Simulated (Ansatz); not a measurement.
**C$_{2}$H$_{6}$OSSi: density, localisation and related maps**

```yaml
atoms:
  - { symbol: C, position_ang: [0.2042, 0.3721, 1.8213] }
  - { symbol: C, position_ang: [0.4834, 0.2887, 0.5193] }
  - { symbol: O, position_ang: [1.4478, 1.0940, -0.0263] }
  - { symbol: Si, position_ang: [-0.3384, -0.9792, -0.5865] }
  - { symbol: S, position_ang: [-0.6935, -0.0545, -2.5027] }
  - { symbol: H, position_ang: [-0.5392, -0.2743, 2.2729] }
  - { symbol: H, position_ang: [0.7213, 1.0790, 2.4638] }
  - { symbol: H, position_ang: [1.3491, 1.1068, -0.9917] }
  - { symbol: H, position_ang: [-1.5771, -1.4744, 0.0538] }
  - { symbol: H, position_ang: [0.5636, -2.1009, -0.9325] }
  - { symbol: H, position_ang: [-1.5561, 0.8854, -2.0709] }
```

Level of theory: RKS CAM-B3LYP/6-31G* in Ansatz.

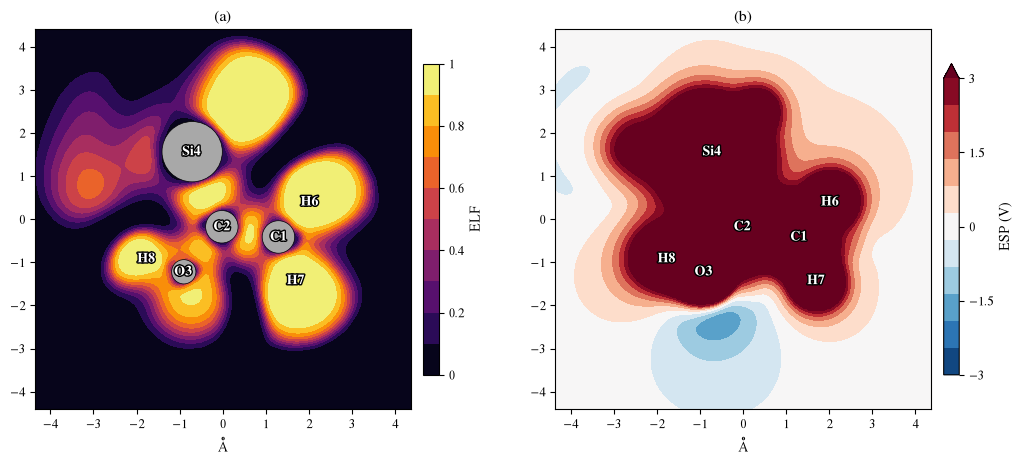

Figure 1. (a) electron localisation function; (b) electrostatic potential on the plane of atoms C1, C2 and Si4. Grey discs cover the atomic cores in the ELF map.

### Describe what can be read from this map.

The plane passes through C, O, Si and H nuclei. C–C (1.33 Å): the ELF peaks at about 0.95 between the atoms (a multiple bond). C–O (1.37 Å): the ELF peaks at about 0.90 between the atoms, as expected for a shared but strongly polarised pair. C–Si (1.87 Å): the ELF peaks at about 1 between the atoms: localised, covalent bonding. O–H (0.97 Å): the ELF climbs to about 1 towards the hydrogen, as it does in any bond to H: a covalent bond by its length. C–H (1.08 Å): the ELF climbs to about 1 towards the hydrogen; an ordinary covalent bond to hydrogen. The ELF also peaks beside O3, away from the bonds: lone-pair regions. Outside the dense part of the molecule the potential is most negative (−1.8 V) near O3.

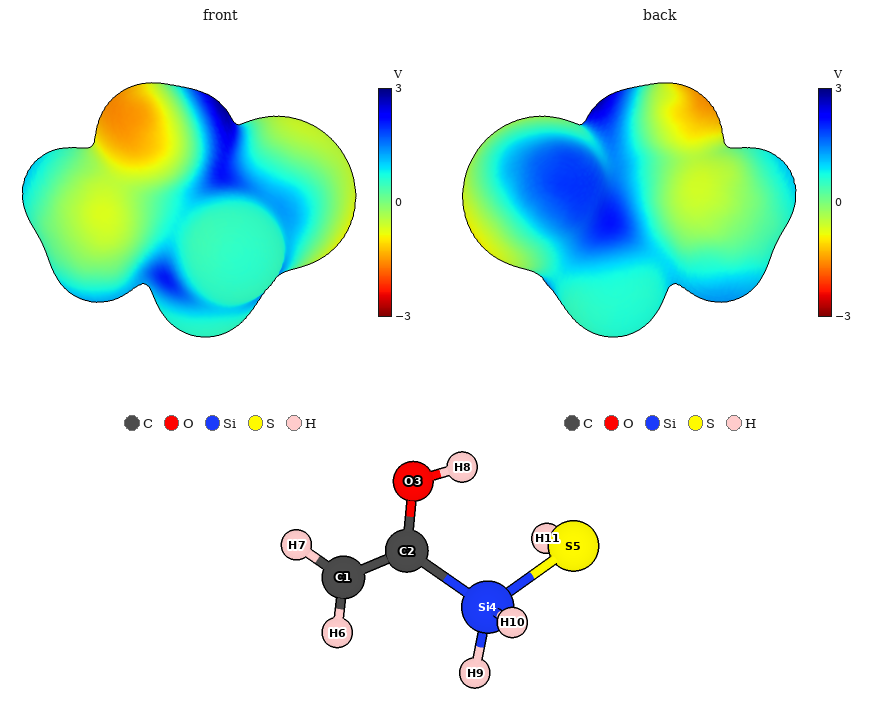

Figure 2. The molecular electrostatic potential painted on the density surface at 0.004 e/bohr³, seen from the front and from behind; the colour scale runs from red (negative) to blue (positive). The bare structure is drawn below in the same view.

### Where is the surface potential most negative and most positive?

The most negative region (about −1.6 V) lies over O3, the most positive (about +2.7 V) over H8. O3 is the likeliest acceptor of a hydrogen bond.

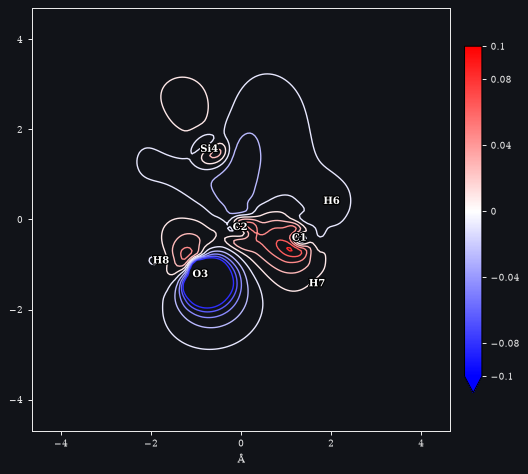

Figure 3. The HOMO on the plane of atoms C1, C2 and Si4 (values in Å⁻³ᐟ²; the overall sign is arbitrary).

### What is the character of this orbital?

Its weight (Hirshfeld) is mainly on C1 (about 40 %), O3 (about 25 %) and C2 (about 25 %). Its energy is −8.07 eV.
